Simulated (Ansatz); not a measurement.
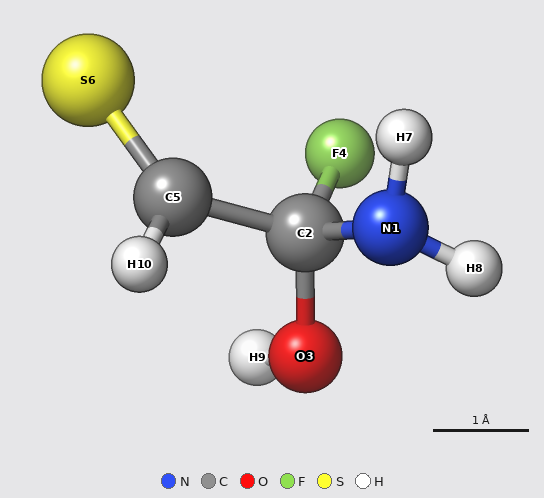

**Figure 1.** The structure (ball-and-stick view, seen at a tilt; atoms are numbered from 1 in the order of the input).

# C$_{2}$H$_{4}$FNOS: a changed input and its effect

System: C$_{2}$H$_{4}$FNOS, SMILES NC(O)(F)C=S.
Method of the first run: RKS PBE-D4/def2-TZVPP (Ansatz 0.2.0).

The geometry comes from this level: PBE0-D4/def2-TZVP. Text and figures count atoms from 1; the logs count them from 0 in places.

## Input, the first run
```yaml
crystal:
  periodic: [false, false, false]
  atoms:
    - {symbol: N, position_ang: [0.274280, -1.228570, -0.586677]}
    - {symbol: C, position_ang: [-0.156692, -0.144011, 0.196482]}
    - {symbol: O, position_ang: [0.394718, -0.297200, 1.454143]}
    - {symbol: F, position_ang: [-1.535886, -0.098688, 0.339630]}
    - {symbol: C, position_ang: [0.327208, 1.154930, -0.428646]}
    - {symbol: S, position_ang: [-0.574831, 2.357617, -0.971914]}
    - {symbol: H, position_ang: [-0.198977, -1.246837, -1.479110]}
    - {symbol: H, position_ang: [0.135011, -2.100784, -0.091751]}
    - {symbol: H, position_ang: [0.000847, 0.366830, 2.029999]}
    - {symbol: H, position_ang: [1.417424, 1.185513, -0.459353]}
basis:
  gaussian: {orbitals: def2-TZVPP}
hamiltonian: {xc: pbe, dispersion: d4}
output: {forces: true, orbitals: {seedname: orbitals}}
```

Command:
```bash
ansatz run in.yaml --threads 4 --pin off --events-out ev --progress --plain --max-ram 10444MiB
```

Hardware: 4 threads of Arm Neoverse V1, 23 GiB of memory available, shared host.

## Output (the first run)
```
Functional definition: PBE
  parameter kappa = 0.804
  parameter beta = 0.06672455060314922
  exchange = pbe_x(kappa = kappa, mu = beta*pi^2/3)
  correlation = pbe_c(beta = beta)
1342 factors; their error is unknown
mean field evaluation 1: about -19201.3273 eV, gradient 9.2e1 eV
mean field evaluation 2: about -19134.3540 eV, gradient 1.8e2 eV
mean field evaluation 4: about -19217.3537 eV, gradient 2.1e1 eV
mean field evaluation 8: about -19218.0822 eV, gradient 2.9e-1 eV
mean field evaluation 16: about -19218.0602 eV, gradient 7.4e-4 eV
mean field -19218.06022295 eV, -706.2506867244 hartree, gradient 3.0e-5 eV, S^2 0.000000; 0 other end points of the search recorded, 0 dependent functions left out
the calculation of the forces begins
reference -19218.06025774 eV, -706.2506880030 hartree; 28, 28 occupied and 225, 225 virtual orbitals, 1342 factors
Total energy: -19218.28442671 eV, -706.2589260604 hartree
Atom 0 at     0.274280    -1.228570    -0.586677 Å, force     0.365527    -0.042750    -0.120842 eV/Å
Atom 1 at    -0.156692    -0.144011     0.196482 Å, force     0.247510     0.091388    -0.327871 eV/Å
Atom 2 at     0.394718    -0.297200     1.454143 Å, force     0.526092    -0.390408     0.379593 eV/Å
Atom 3 at    -1.535886    -0.098688     0.339630 Å, force    -0.911616     0.051350     0.086393 eV/Å
Atom 4 at     0.327208     1.154930    -0.428646 Å, force     0.243538    -0.229117     0.095332 eV/Å
Atom 5 at    -0.574831     2.357617    -0.971914 Å, force    -0.376744     0.535805    -0.237814 eV/Å
Atom 6 at    -0.198977    -1.246837    -1.479110 Å, force    -0.147348    -0.016891    -0.292204 eV/Å
Atom 7 at     0.135011    -2.100784    -0.091751 Å, force    -0.025159    -0.318939     0.150465 eV/Å
Atom 8 at     0.000847     0.366830     2.029999 Å, force    -0.181019     0.318979     0.264748 eV/Å
Atom 9 at     1.417424     1.185513    -0.459353 Å, force     0.259219     0.000582     0.002199 eV/Å
Dipole moment:     0.086470    -0.236815     0.077617 e Å
```

The input of the second run differs as follows (lines with − go, lines with + come):
```diff
-hamiltonian: {xc: pbe, dispersion: d4}
+hamiltonian: {xc: {name: B3LYP}, dispersion: d4}
```

How does the second run compare with the first run?

The total energies belong to different models, so their difference says nothing on which is more stable or more accurate. The largest force goes from 0.917 to 0.453 eV/Å. The HOMO goes from −5.49 to −6.55 eV. The LUMO goes from −3.51 to −2.80 eV. The dipole moment goes from 1.27 to 1.14 D. On the same kind of shared host the second run took about 1.8 times as long.

## Output (the second run)
```
Functional definition: B3LYP
  parameter a0 = 0.2
  parameter ax = 0.72
  parameter ac = 0.81
  exchange = (1 - a0 - ax)*slater_x + ax*b88_x + a0*exact_x
  correlation = (1 - ac)*vwn_rpa_c + ac*lyp_c
1354 factors; their error is unknown
mean field evaluation 1: about -19220.5966 eV, gradient 7.9e1 eV
mean field evaluation 2: about -19199.4113 eV, gradient 1.2e2 eV
mean field evaluation 4: about -19231.9960 eV, gradient 1.0e1 eV
mean field evaluation 8: about -19232.1992 eV, gradient 2.7e-1 eV
mean field evaluation 16: about -19232.2117 eV, gradient 6.2e-4 eV
mean field -19232.21167344 eV, -706.7707429377 hartree, gradient 4.6e-5 eV, S^2 0.000000; 0 other end points of the search recorded, 0 dependent functions left out
the calculation of the forces begins
reference -19232.21191368 eV, -706.7707517664 hartree; 28, 28 occupied and 225, 225 virtual orbitals, 1354 factors
Total energy: -19232.57171733 eV, -706.7839743065 hartree
Atom 0 at     0.274280    -1.228570    -0.586677 Å, force     0.018874    -0.214726    -0.140873 eV/Å
Atom 1 at    -0.156692    -0.144011     0.196482 Å, force     0.244591     0.107332    -0.192723 eV/Å
Atom 2 at     0.394718    -0.297200     1.454143 Å, force     0.101544    -0.005413     0.337701 eV/Å
Atom 3 at    -1.535886    -0.098688     0.339630 Å, force    -0.450340    -0.003302     0.050871 eV/Å
Atom 4 at     0.327208     1.154930    -0.428646 Å, force     0.246979    -0.020726     0.011238 eV/Å
Atom 5 at    -0.574831     2.357617    -0.971914 Å, force    -0.125210     0.209414    -0.099163 eV/Å
Atom 6 at    -0.198977    -1.246837    -1.479110 Å, force     0.016248    -0.033322    -0.008267 eV/Å
Atom 7 at     0.135011    -2.100784    -0.091751 Å, force     0.014269    -0.025802    -0.030313 eV/Å
Atom 8 at     0.000847     0.366830     2.029999 Å, force     0.022362    -0.009770     0.068995 eV/Å
Atom 9 at     1.417424     1.185513    -0.459353 Å, force    -0.089317    -0.003686     0.002534 eV/Å
Dipole moment:     0.093902    -0.209440     0.059798 e Å
```

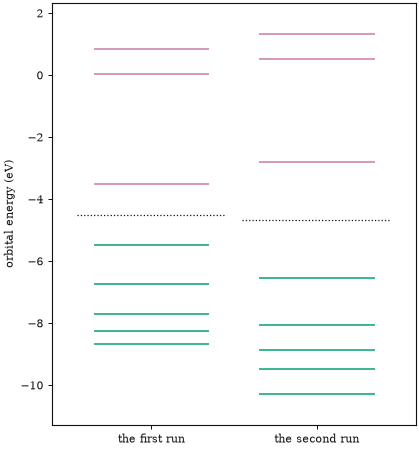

**Figure 2.** The five highest filled and three lowest empty orbital energies of the two runs; the dotted lines part filled from empty levels. The HOMO–LUMO gap is 1.98 eV in the first run and 3.75 eV in the second run.

## The two runs side by side

| quantity | the first run | the second run |
| --- | --- | --- |
| outcome | converged | converged |
| total energy (hartree) | −706.258926 | −706.783974 |
| HOMO (eV) | −5.49 | −6.55 |
| LUMO (eV) | −3.51 | −2.80 |
| dipole moment (D) | 1.27 | 1.14 |
| largest force (eV/Å) | 0.917 | 0.453 |
| basis functions | 253 | 253 |
| wall time (shared host) | 2.7 s | 4.8 s |
